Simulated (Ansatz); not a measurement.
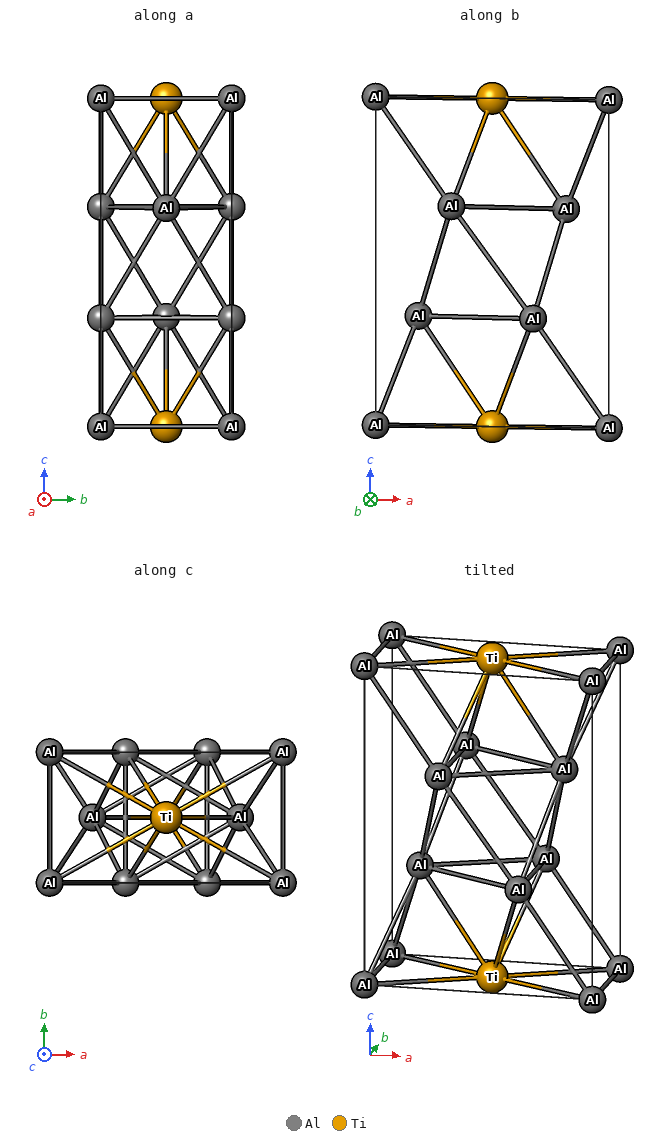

The image is a ball-and-stick drawing of a crystal, viewed along the a axis, along the b axis, along the c axis and slightly off an axis. The frame is the conventional unit cell; atoms at its boundary are shown with their periodic copies.

Lattice parameters: a = 5.001 Å, b = 2.803 Å, c = 7.040 Å, α = 90.00°, β = 90.78°, γ = 90.00°. Put a along x and b in the xy plane.

Put the structure into a POSCAR file, with free fractional coordinates to two decimals.

Answer.
```
Al Ti
1.0
     5.001    0.000    0.000
     0.000    2.803    0.000
    -0.096    0.000    7.039
Al Ti
5 1
Direct
  0.18 0.50 0.33
  0.68 0.00 0.33
  0.32 0.00 0.67
  0.82 0.50 0.67
  0.00 0.00 0.00
  0.50 0.50 0.00
```

Its origin is a structure type filled with these elements by a generator (whether the compound takes this form wasn't checked). Earlier steps of the study, as a rule a relaxation of our own, may have changed the cell and positions, so they can lie some per cent off the listed ones. An electronic-structure calculation with Ansatz was run on it.
